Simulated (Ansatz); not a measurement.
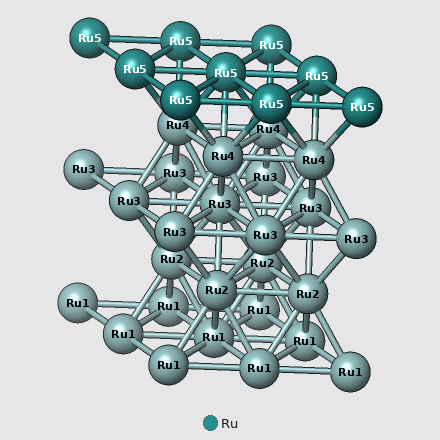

The system is Si on a Ru(001) slab cut from the P6_3/mmc phase, its upper half relaxed before the scan (5 atoms of substrate and one adsorbate in a 1 × 1 cell); the picture shows it without the atoms that are moved over the map. Si is moved over the surface cell; relaxed at each place: the height of the adsorbate's atoms; substrate rigid; the origin of the map has the adsorbate above Ru5. Places are given modulo a cell vector. The map is drawn in real space over the plane of the surface. The grid has 6 × 6 points; 10 points were computed and 26 follow by symmetry. Energies are in eV, from the lowest grid point. With one adsorbate in each 1 × 1 cell, its nearest image is 2.7 Å away, so neighbouring adsorbates interact. Computed with DFT LDA, scalar-relativistic, plane waves, PAW (Ansatz 0.2.0). Settings: cutoff 420 eV, k-mesh 12×12×1, gaussian smearing 0.1 eV, no spin polarisation.

Range: position of Si6 along the first surface vector from 0.000 to 0.833; position of Si6 along the second surface vector from 0.000 to 0.833.

> Predict the map.

The lowest grid point is at a threefold hollow over a second-layer Ru atom, (4/6, 2/6) of the cell vectors. There is a further well near a threefold hollow, (2/6, 4/6) of the cell vectors (0.020 eV above the lowest at that grid point). The highest grid point, the top site over a surface Ru atom, (0/6, 0/6) of the cell vectors, lies 0.539 eV above the lowest. On the interpolated surface the easiest way out of the lowest well to the well at a threefold hollow, (2/6, 4/6) of the cell vectors passes a barrier of about 0.11 eV. At the lowest point the adsorbate has 3 Ru at 2.54 Å as nearest neighbours, at the highest 1 Ru at 2.39 Å. Its relaxed height above the top atom is 2.02 Å at the lowest and 2.39 Å at the highest point.

```
second ↓, first →    0/6    1/6    2/6    3/6    4/6    5/6
              5/6  0.473  0.335  0.118  0.118  0.335  0.473
              4/6  0.273  0.118  0.020  0.118  0.273  0.332
              3/6  0.113  0.118  0.118  0.113  0.108  0.108
              2/6  0.273  0.335  0.273  0.108  0.000  0.108
              1/6  0.473  0.473  0.332  0.108  0.108  0.332
              0/6  0.539  0.473  0.273  0.113  0.273  0.473
```

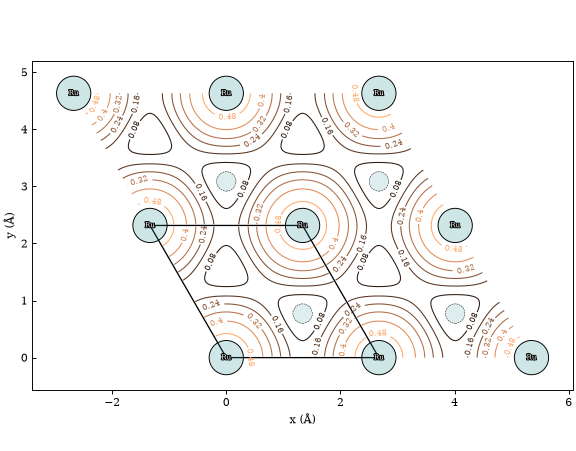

The picture shows contour lines labelled in eV, labelled circles for the atoms of the top layer and small ones for the second layer, the outline of one cell of the 2 × 2 shown. Between grid points the surface is interpolated.

Each point was launched as `ansatz run input.yaml --threads 1 --pin off --max-ram 3072MiB --backend cpu --events-out ev --progress --plain --runs-dir out`. The whole map (10 points run) took 15 min on 1 thread of Arm Neoverse V2, with other jobs on the host.

PAW datasets: the set soft_1.
